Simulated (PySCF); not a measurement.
TiCl4: geometry relaxation

The run: geometry relaxation of TiCl4. Method and program: PBE0-D3(BJ)/def2-SVP geometry optimisation, gas phase (PySCF 2.14.0).

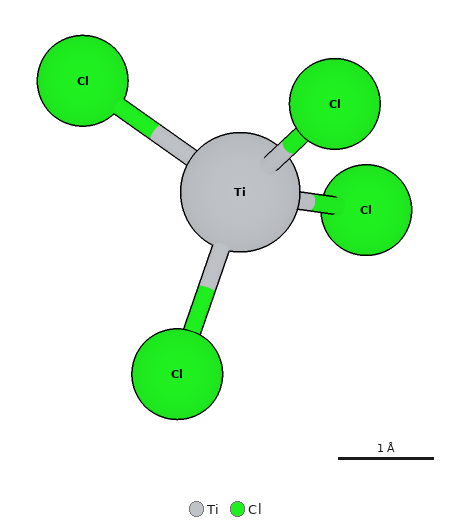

Fig. 1: The structure as given in the input (ball-and-stick view, seen at an oblique angle). Sticks mark near contacts.

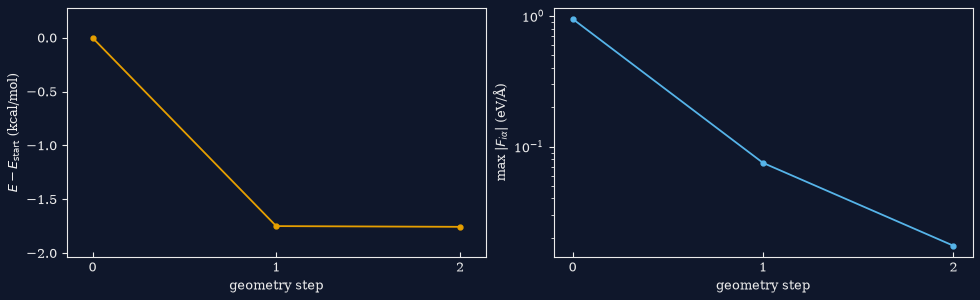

Fig. 2: Progress of the relaxation, step by step (steps are counted from 0).

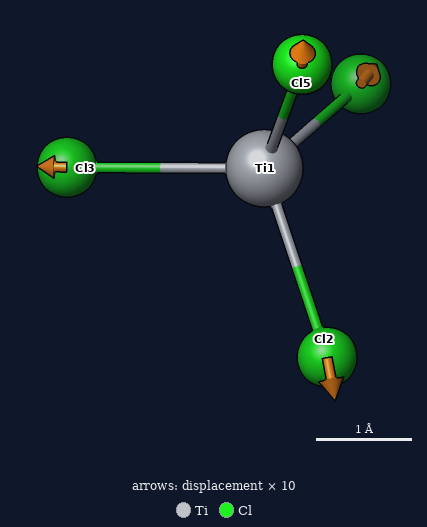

Fig. 3: The starting structure with the displacements as orange arrows, magnified 10 times (ball-and-stick view, seen at a tilt). The two geometries are laid on each other by the best rigid fit. Over 2 geometry steps the energy falls by 1.76 kcal/mol. The largest force component goes from 0.95 to 0.017 eV/Å. The largest move after the best rigid fit is that of Cl2, 0.048 Å. By element the largest moves are Cl 0.048 Å, Ti 0.006 Å. Among the contacts that change: Ti1–Cl2 2.111 → 2.155 Å. (Atoms are counted from 1 in the order of the input.)

The input that produced these results follows, with the program's output.

### The input
```
{"job": {"xc": "PBE0", "basis": "def2-SVP", "d3": "d3bj", "grid": 1, "maxiter": 40, "kind": "geom"}, "charge": 0, "multiplicity": 1}
Ti     0.000040    -0.000070     0.000040
Cl     0.009540    -0.014670     2.111080
Cl     1.987200     0.009820    -0.712700
Cl    -1.002440     1.726090    -0.687230
Cl    -0.994330    -1.721180    -0.711190
```

The first line tells a small driver script what to run in PySCF; the rest is the geometry in Å.

### What the program printed
```
step   0  E = -2689.04896413  max force = 0.018518
step   1  E = -2689.05175126  max force = 0.001458
step   2  E = -2689.05176201  max force = 0.000338
optimisation converged
```

### Summary

| quantity | value |
| --- | --- |
| outcome | converged |
| total energy | −2689.051762 hartree |
| dipole moment | 0.01 D |
| point group | Td |
| hardware | 1 CPU thread, shared host |
| wall time | 13 s |
| peak memory | 0.42 GiB |
